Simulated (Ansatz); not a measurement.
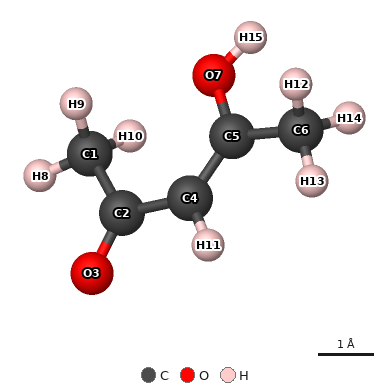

This is the input geometry for a relaxation of C5H8O2. Style: ball-and-stick. Shown at a tilt.

The start comes from PBE-D4/def2-SVP.

These are results of Ansatz 0.2.0, RKS PBE0-D4/def2-TZVP, not measurements.

Input file:
```yaml
crystal:
  periodic: [false, false, false]
  atoms:
    - {symbol: C, position_ang: [-1.527150, -1.712278, -0.225499]}
    - {symbol: C, position_ang: [-0.019538, -1.778517, -0.033203]}
    - {symbol: O, position_ang: [0.562799, -2.862495, 0.021138]}
    - {symbol: C, position_ang: [0.762231, -0.530383, 0.091274]}
    - {symbol: C, position_ang: [0.338933, 0.766564, 0.062033]}
    - {symbol: C, position_ang: [1.268952, 1.938555, 0.197827]}
    - {symbol: O, position_ang: [-0.978835, 1.075701, -0.095281]}
    - {symbol: H, position_ang: [-1.917521, -2.742408, -0.307817]}
    - {symbol: H, position_ang: [-2.012147, -1.186801, 0.621749]}
    - {symbol: H, position_ang: [-1.787415, -1.129294, -1.131601]}
    - {symbol: H, position_ang: [1.840162, -0.703319, 0.224650]}
    - {symbol: H, position_ang: [0.990468, 2.563644, 1.075069]}
    - {symbol: H, position_ang: [2.317122, 1.614415, 0.326160]}
    - {symbol: H, position_ang: [1.216321, 2.590661, -0.702110]}
    - {symbol: H, position_ang: [-1.076283, 2.045156, -0.094889]}
basis:
  gaussian: {orbitals: def2-TZVP}
hamiltonian: {xc: pbe0, dispersion: d4}
relax: {f_tol: 0.005, max_steps: 150}
```

Run as
```bash
ansatz run in.yaml --threads 4 --pin off --events-out ev --progress --plain --max-ram 11315MiB
```

Q: What does the optimiser find from here?

A: O3 moves most after the best rigid fit: 0.042 Å. Largest moves by element: O 0.042 Å, H 0.039 Å, C 0.025 Å. Some distances before and after: C4–C5 1.365 → 1.342 Å, C4–H11 1.100 → 1.083 Å, C6–H12 1.113 → 1.096 Å, C1–C2 1.521 → 1.505 Å. After 5 geometry steps the energy has fallen by 0.078 eV. Largest force component: 1.2 eV/Å at the start, 0.0039 eV/Å at the end.

History of the run:

```csv
step,"E − E(0), eV","largest force component, eV/Å"
0,0.0000,1.2024
1,-0.0725,0.2168
2,-0.0777,0.0587
3,-0.0778,0.0550
4,-0.0779,0.0085
5,-0.0779,0.0039
```

Final geometry:

```xyz
15

C    -1.5165   -1.7032   -0.2230
C    -0.0245   -1.7541   -0.0346
O     0.5566   -2.8211    0.0190
C     0.7529   -0.5162    0.0875
C     0.3362    0.7595    0.0597
C     1.2621    1.9182    0.1989
O    -0.9667    1.0820   -0.0983
H    -1.8930   -2.7221   -0.2912
H    -1.9930   -1.1800    0.6089
H    -1.7730   -1.1450   -1.1261
H     1.8148   -0.6822    0.2183
H     0.9857    2.5262    1.0673
H     2.2917    1.5898    0.3231
H     1.2080    2.5592   -0.6879
H    -1.0630    2.0382   -0.0921
```
